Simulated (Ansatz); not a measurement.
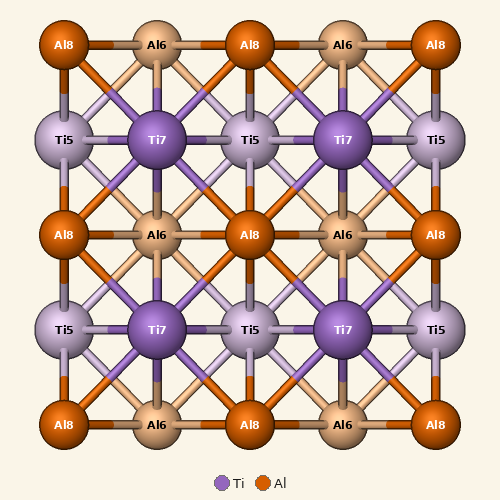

The system is S on a TiAl(110) slab cut from the P4/mmm phase (8 atoms of substrate and one adsorbate in a 1 × 1 cell); the picture shows it without the atoms that are moved over the map. One S atom a 1 × 1 cell is placed over a mesh of places on the rigid (1 1 0) surface, and only its height is relaxed. Places are given modulo a cell vector. The map is drawn in real space over the plane of the surface. The grid has 6 × 6 points. Energies: eV, counted from the lowest grid point. With one adsorbate in each 1 × 1 cell, its nearest image is 4.0 Å away, so neighbouring adsorbates interact. The calculation used DFT PBEsol, scalar-relativistic, plane waves, PAW in Ansatz.

Range: place along a₁ from 0.000 to 0.833; place along a₂ from 0.000 to 0.833.

What will the energy surface look like?

The lowest grid point is at a fourfold hollow (Al–Al–Ti–Ti) over a second-layer Al atom, (3/6, 0/6) of the cell vectors. There is a further well near a fourfold hollow (Al–Al–Ti–Ti) over a second-layer Ti atom, (0/6, 3/6) of the cell vectors (0.51 eV above the lowest at that grid point). The highest grid point, the top site over a surface Al atom, (0/6, 0/6) of the cell vectors, lies 2.15 eV above the lowest. On the interpolated surface the easiest way out of the lowest well to the well at a fourfold hollow (Al–Al–Ti–Ti) over a second-layer Ti atom, (0/6, 3/6) of the cell vectors passes a barrier of about 1.2 eV. At the lowest point the adsorbate has 2 Ti at 2.50 Å and 2 Al at 2.43 Å as nearest neighbours, at the highest 1 Al at 2.09 Å. Its relaxed height above the top atom is 1.42 Å at the lowest and 2.09 Å at the highest point.

```
place along a₂ ↓, place along a₁ →   0/6   1/6   2/6   3/6   4/6   5/6
                               5/6  1.81  1.49  0.85  0.73  0.85  1.49
                               4/6  0.99  1.10  1.44  1.57  1.44  1.10
                               3/6  0.51  1.22  1.72  1.84  1.72  1.22
                               2/6  0.99  1.10  1.44  1.57  1.44  1.10
                               1/6  1.81  1.49  0.85  0.73  0.85  1.49
                               0/6  2.15  1.80  0.75  0.00  0.75  1.80
```

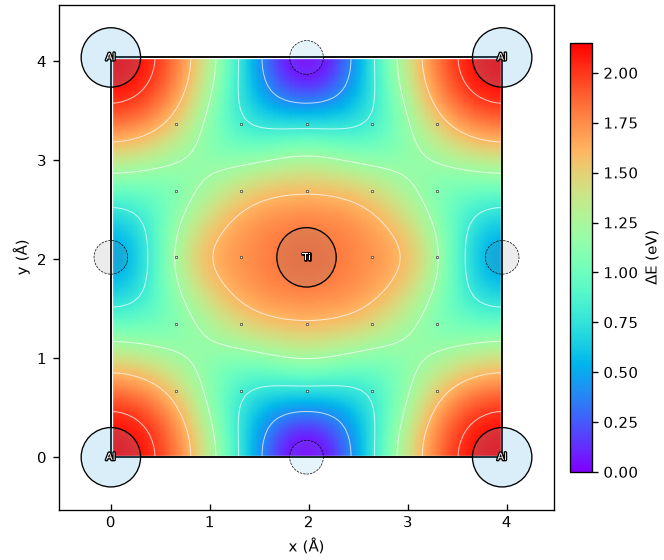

In the figure: a smooth colour map with a few white contour lines, dots at the grid points, labelled circles for the atoms of the top layer and small ones for the second layer, the outline of one cell of the plane. Between grid points the surface is interpolated.
